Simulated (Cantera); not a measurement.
A closed system holds: 1 mol V₂O₃, 150 mol H₂, 0.068 mol H₂O, at 0.0133 bar.

Equilibrium computed with Cantera from the NASA thermochemical tables; the gas is ideal and each condensed phase is pure. Candidate condensed phases: H₂O, V, VO, V₂O₃, V₂O₄, V₂O₅; 12 gas species. Mutual solubility and eutectic melting of coexisting phases are not modelled. VO: taken at fixed stoichiometry. Condensed phases not in the tables: the oxides between V₂O₃ and V₂O₅ other than VO₂. Kinetics and transport are ignored.

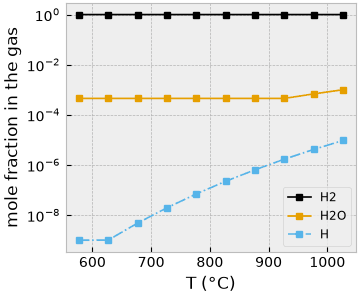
Figure. Equilibrium gas composition (values under 1e-9 drawn at 1e-9)

From 577 °C to 927 °C the condensed part is V₂O₃(s). From 977 °C to 1027 °C the condensed part is VO(s) + V₂O₃(s).
